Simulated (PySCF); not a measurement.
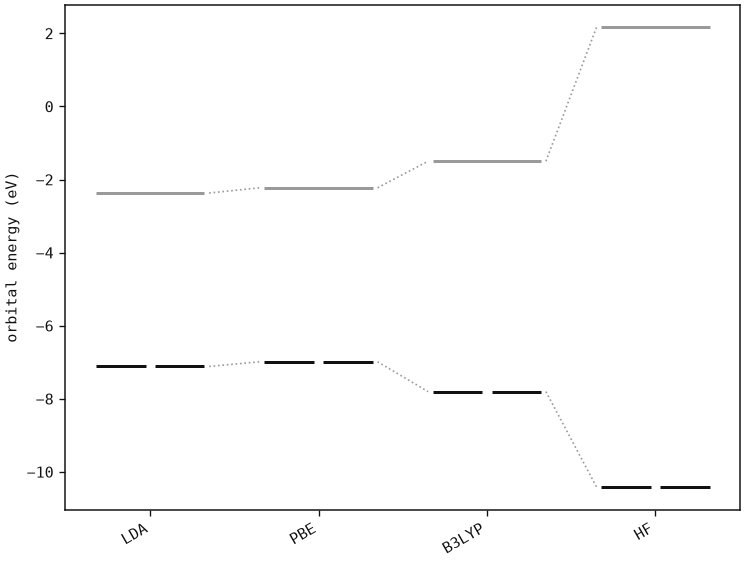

Frontier orbital energies of CHP (phosphaethyne), SMILES C#P at one geometry, def2-SVPD, PySCF 2.14.0, at a PBE0-D3(BJ)/def2-SVP geometry (no frequency check). Empty levels are grey, levels within 0.1 eV stand side by side; all columns show the same few orbitals around the gap. Dotted lines join the HOMOs and the LUMOs.

Q: Compare the HOMO-LUMO separations.

A: The separation grows from 4.75 eV (LDA) to 12.57 eV (HF).

| level | HOMO (eV) | LUMO (eV) | separation (eV) |
| --- | --- | --- | --- |
| LDA | −7.11 | −2.37 | 4.75 |
| PBE | −6.99 | −2.22 | 4.76 |
| B3LYP | −7.80 | −1.50 | 6.31 |
| HF | −10.41 | 2.16 | 12.57 |

Limits of at least one run: empty levels above zero depend strongly on the basis.
